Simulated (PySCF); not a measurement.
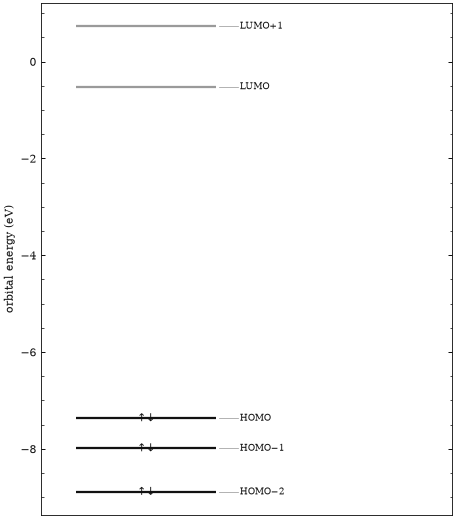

Kohn-Sham orbital energies near the frontier, PBE0/def2-SVPD with PySCF 2.14.0, at a PBE0-D3(BJ)/def2-SVP geometry (no frequency check), isolated molecule; empty levels in grey, levels within 0.03 eV side by side.

Question: Which molecule has this level scheme?
A. C₂H₇NSi, SMILES C=C[SiH2]N
B. C₃H₈BFO, SMILES [BH3-][O+]1CC[C@@H]1F
C. C₃H₄BCl₂N, SMILES [H]/N=C(\C=C)B(Cl)Cl

Answer: A. HOMO −7.37 eV, LUMO −0.52 eV, separation 6.85 eV.

Note: one conformer of a flexible molecule; empty levels above zero depend strongly on the basis.
